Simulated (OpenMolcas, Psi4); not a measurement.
**Predicting a hybrid from its neighbours: SnO (tin(ii) oxide)**

SnO has 2 atoms, charge 0, and is taken as a singlet. SMILES: `[O]=[Sn]`. The coordinates come from a PBE0-D4/def2-TZVP relaxation.

The vertical energy of the triplet above the singlet y, in eV, basis def2-TZVPPD with a core potential; a is the functional's share of exact exchange. Programs: OpenMolcas 26.06, Psi4 1.11.

| functional | program | a | y (eV) |
| --- | --- | --- | --- |
| BLYP | OpenMolcas | 0 | 3.24 |
| PBE | OpenMolcas | 0 | 3.18 |
| TPSSh | Psi4 | 0.1 | 2.97 |
| B3LYP | OpenMolcas | 0.2 | 3.06 |
| PBE0 | OpenMolcas | 0.25 | ? |
| BHLYP | OpenMolcas | 0.5 | 2.71 |

**Question.** Fit y = c + s·a to the known rows and predict PBE0.

**Answer.** 
1. Means of the 5 rows: a = 0.1600, y = 3.032.
2. Σ(Δa)² = 0.172, Σ(Δa·Δy) = -0.1616, so the slope is -0.1616/0.172 = -0.93953.
3. Intercept: 3.032 − (-0.93953) × 0.1600 = 3.182. The largest residual of the fit is 0.12.
4. PBE0: 3.182 + (-0.93953) × 0.25 = 2.95 eV.

The run gave 2.93 eV, so the prediction is off by +0.02 eV, within the scatter of the fit. Exact exchange favours the state with more unpaired electrons. Spin-orbit coupling is left out.

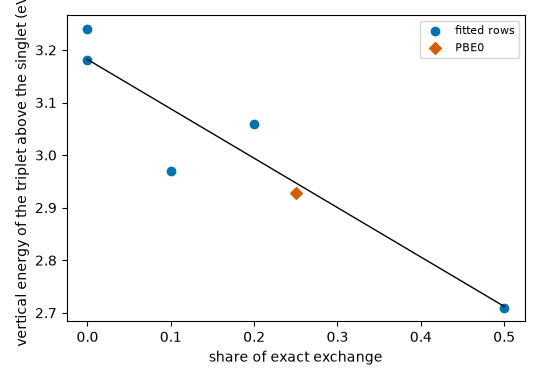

The fitted line, with the withheld row.
